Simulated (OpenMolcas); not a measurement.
**Os²⁺ among point charges: CASSCF and CASPT2 levels and susceptibility**

How does a field of 6 point charges split the states of Os²⁺, and what χT follows?

Program: OpenMolcas 26.06. Level of theory: state-averaged CASSCF and CASPT2, spin-orbit coupling by RASSI with atomic mean-field integrals. These are calculated values, not measurements, unless marked.

## (1) What is computed

- Species: Os²⁺ (osmium, Z = 76, 74 electrons)
- Basis: ANO-RCC-VTZP [8s7p5d3f2g1h], 104 functions
- Scalar Hamiltonian: DKH2, point nucleus
- Inactive shells: 1s 2s 2p 3s 3p 3d 4s 4p 4d 4f 5s 5p
- Active space: 6 electrons in 5 orbitals (5d)
- Some configurations of this space: 5d6
- Orbitals: optimised for each spin and parity, averaged over all roots

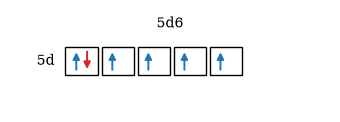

The shells outside the core, filled by Hund's rule for the drawing.

The ion sits among 6 point charges of -1.7 e arranged as an octahedron (Oh), 2.5 Å from the ion.

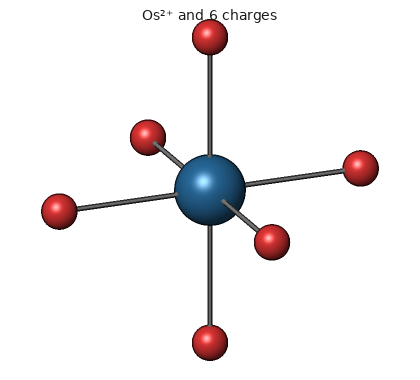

The ion and the point charges (red).

The work runs as a chain of OpenMolcas steps in one folder; each step below is one input file. Labels, J, g values, rates, χT and fits are worked out afterwards by a script from the matrices that RASSI stores. The input lists half of the charges; inversion (Group=XYZ) makes the rest.

## (2) One- and two-electron integrals

File a.inp:

```
&GATEWAY
Coord
1

Os 0.0 0.0 0.0
Basis=ANO-RCC-VTZP
Group=XYZ
NoMove
AngMom=0.0 0.0 0.0
AMFI
XField
3 Angstrom 0
2.500000 0.000000 0.000000 -1.700000
0.000000 2.500000 0.000000 -1.700000
0.000000 0.000000 2.500000 -1.700000
&SEWARD
```

Started as:

```sh
$ OMP_NUM_THREADS=1 MOLCAS_MEM=1689 MOLCAS_PROJECT=a pymolcas a.inp > a.log
```

## (3) Reference wave functions, quintets of even parity, 5 roots

File a.inp:

```
&RASSCF
FileOrb=start.orb
Symmetry=1
Spin=5
nActEl=6 0 0
Inactive=15 19
Ras2=5 0
CIRoot=5 5 1
SDav=5
CIMx=300
Iter=120 100
PrWF=0.3
OrbListing=Nothing
MaxOrb=0
>>> COPY $Project.JobIph JOB001
```

start.orb holds the contracted functions of the basis, ordered by shell, or the orbitals of the step before.

## (4) CASSCF: triplets of even parity, 45 roots

File a.inp:

```
&RASSCF
FileOrb=start.orb
Symmetry=1
Spin=3
nActEl=6 0 0
Inactive=15 19
Ras2=5 0
CIRoot=45 45 1
SDav=45
CIMx=300
Iter=120 100
PrWF=0.3
OrbListing=Nothing
MaxOrb=0
>>> COPY $Project.JobIph JOB002
```

## (5) CASSCF: singlets of even parity, 50 roots

File a.inp:

```
&RASSCF
FileOrb=start.orb
Symmetry=1
Spin=1
nActEl=6 0 0
Inactive=15 19
Ras2=5 0
CIRoot=50 50 1
SDav=50
CIMx=300
Iter=120 100
PrWF=0.3
OrbListing=Nothing
MaxOrb=0
>>> COPY $Project.JobIph JOB003
```

## (6) RASSI: spin-orbit coupling between the states

File a.inp:

```
&RASSI
NrOfJobIphs=3 5 45 50
1 2 3 4 5
1 2 3 4 5 6 7 8 9 10 11 12 13 14 15 16 17 18 19 20 21 22 23 24 25 26 27
28 29 30 31 32 33 34 35 36 37 38 39 40 41 42 43 44 45
1 2 3 4 5 6 7 8 9 10 11 12 13 14 15 16 17 18 19 20 21 22 23 24 25 26 27
28 29 30 31 32 33 34 35 36 37 38 39 40 41 42 43 44 45 46 47 48 49 50
IphNames
JOB001
JOB002
JOB003
EJob
SpinOrbit
DIPRint=1.0
SOCoupling=1000.0
Subsets=2
Property=9
'ANGMOM' 1 'ANGMOM' 2 'ANGMOM' 3 'MLTPL  1' 1 'MLTPL  1' 2 'MLTPL  1' 3
'AMFI' 1 'AMFI' 2 'AMFI' 3
SOProperty=3
'ANGMOM' 1 'ANGMOM' 2 'ANGMOM' 3
```

## (7) CASPT2: IPEA 0.25, imaginary shift 0.1 (closed shells correlated: 5s 5p)

File a.inp:

```
>>> COPY JOB001 $Project.JobIph
&CASPT2
Multistate=5 1 2 3 4 5
NoMult
Frozen=14 16
IPEA=0.25
Imaginary=0.1
MaxIter=60
WThr=0.0 0.3 0.05
PrWF=0.5
NoMix
>>> COPY JOB002 $Project.JobIph
&CASPT2
Multistate=45 1 2 3 4 5 6 7 8 9 10 11 12 13 14 15 16 17 18 19 20 21 22
23 24 25 26 27 28 29 30 31 32 33 34 35 36 37 38 39 40 41 42 43 44 45
NoMult
Frozen=14 16
IPEA=0.25
Imaginary=0.1
MaxIter=60
WThr=0.0 0.3 0.05
PrWF=0.5
NoMix
>>> COPY JOB003 $Project.JobIph
&CASPT2
Multistate=50 1 2 3 4 5 6 7 8 9 10 11 12 13 14 15 16 17 18 19 20 21 22
23 24 25 26 27 28 29 30 31 32 33 34 35 36 37 38 39 40 41 42 43 44 45 46
47 48 49 50
NoMult
Frozen=14 16
IPEA=0.25
Imaginary=0.1
MaxIter=60
WThr=0.0 0.3 0.05
PrWF=0.5
NoMix
```

(Steps that only read results are left out.)

What does the calculation give? Wanted: spin-free ground state; first state of the same spin within the active space; lowest level; next level.

As calculated:

| quantity | value |
| --- | --- |
| method | SS-CASPT2, IPEA 0.25, imaginary shift 0.1 (closed shells correlated: 5s 5p) |
| spin-free ground state | 5T2, 3-fold in its orbital part |
| first state of the same spin within the active space | 5E at 6620 cm⁻¹ |
| lowest level | 3-fold T2 |
| next level | 329.3 cm⁻¹ |
| χT at 300 K | 4.44 cm³ K/mol |
| effective moment at 300 K | 5.96 μB |

Cost by method:

| method | time of its own steps | time with the reference |
| --- | --- | --- |
| A. CASSCF | 30 s | 30 s |
| B. SS-CASPT2, IPEA 0.25, imaginary shift 0.1, +5s 5p | 35 s | 64 s |

Times are of one thread on a shared host.

The spin-free ground state (5T2) comes to 100 % from free-ion D terms and keeps the highest spin of the shell. χT at 300 K is 4.44, against 3.01 cm³ K/mol for the spin alone, so orbital moment adds to it. An active space of the d shell alone favours high spin; real ions in strong fields can be low spin. CASPT2 does not keep the components of a term degenerate, and the means are used. The field of point charges can differ much from that of real complexes. With metal d orbitals alone active, the gaps between spin states are rough; where two lie within a few thousand cm-1, their order is open. Point charges carry no covalency, so the field is a model and not that of real ligands.
